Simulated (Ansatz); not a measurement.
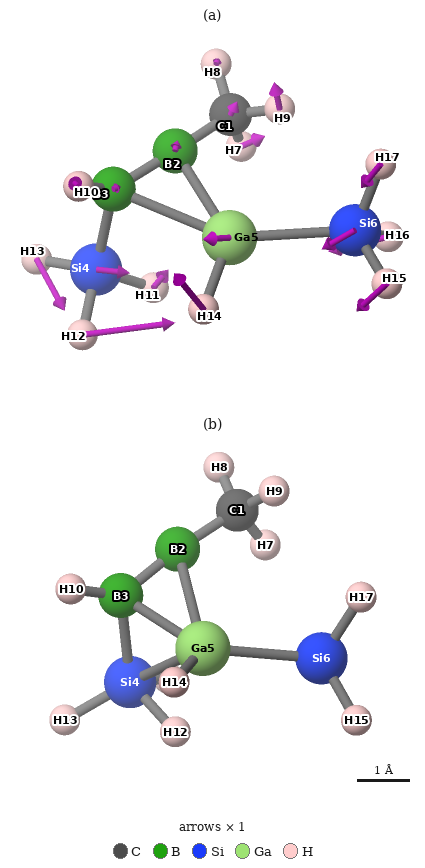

The structure of CH₁₁B₂GaSi₂ before (top) and after (bottom) a relaxation, at one scale. The purple arrows give the displacements, at their true length.

A ball-and-stick model, seen at a tilt.

The start comes from GFN2-xTB.

Level of theory: RKS PBE0-D4/def2-TZVP in Ansatz 0.2.0.

The input:
```yaml
crystal:
  periodic: [false, false, false]
  atoms:
    - {symbol: C, position_ang: [0.585070, 0.041810, 2.052920]}
    - {symbol: B, position_ang: [1.212800, 0.241040, 0.640400]}
    - {symbol: B, position_ang: [1.938380, 0.103030, -0.681740]}
    - {symbol: Si, position_ang: [1.529330, -1.701900, -1.426050]}
    - {symbol: Ga, position_ang: [-0.515270, 0.697180, -0.795080]}
    - {symbol: Si, position_ang: [-2.623300, 1.390180, 0.246930]}
    - {symbol: H, position_ang: [0.126750, -0.952250, 2.095590]}
    - {symbol: H, position_ang: [1.290270, 0.095960, 2.882010]}
    - {symbol: H, position_ang: [-0.220150, 0.760950, 2.256970]}
    - {symbol: H, position_ang: [2.554780, 0.812310, -1.390090]}
    - {symbol: H, position_ang: [0.383750, -2.424430, -0.782890]}
    - {symbol: H, position_ang: [1.177410, -1.717960, -2.862900]}
    - {symbol: H, position_ang: [2.658680, -2.644960, -1.291580]}
    - {symbol: H, position_ang: [-0.710640, 0.639710, -2.460100]}
    - {symbol: H, position_ang: [-3.659640, 1.792190, -0.725360]}
    - {symbol: H, position_ang: [-3.244580, 0.325000, 1.070800]}
    - {symbol: H, position_ang: [-2.483660, 2.542140, 1.170170]}
basis:
  gaussian: {orbitals: def2-TZVP}
hamiltonian: {xc: pbe0, dispersion: d4}
relax: {f_tol: 0.005, max_steps: 150}
```

Run as
```bash
ansatz run in.yaml --threads 2 --pin off --events-out ev --progress --plain --max-ram 22528MiB --backend cuda --devices 0, --max-vram 18GiB
```

Question: Summarise the run.

Answer: Over 43 accepted moves (46 points after the start) the energy falls by 14.3 kcal/mol. The largest force component goes from 1.4 to 0.0042 eV/Å. The line search rejected the trial steps at points 17, 24, 26 of the run. H12 moves most after the best rigid fit: 1.83 Å. Largest moves by element: H 1.83 Å, Si 0.84 Å, Ga 0.66 Å, C 0.32 Å, B 0.23 Å. Among the contacts that change: Ga5–H12 3.602 → 2.181 Å, Si4–Ga5 3.215 → 2.678 Å, B3–Ga5 2.527 → 2.197 Å, B2–Ga5 2.292 → 2.571 Å. Bond angles that change, for instance: B3–Ga5–Si6 151.9° → 126.6°, B2–Ga5–Si6 116.0° → 93.9°, B2–B3–Ga5 63.4° → 85.4°. Groups turn about Ga5–Si6 by about 30°.
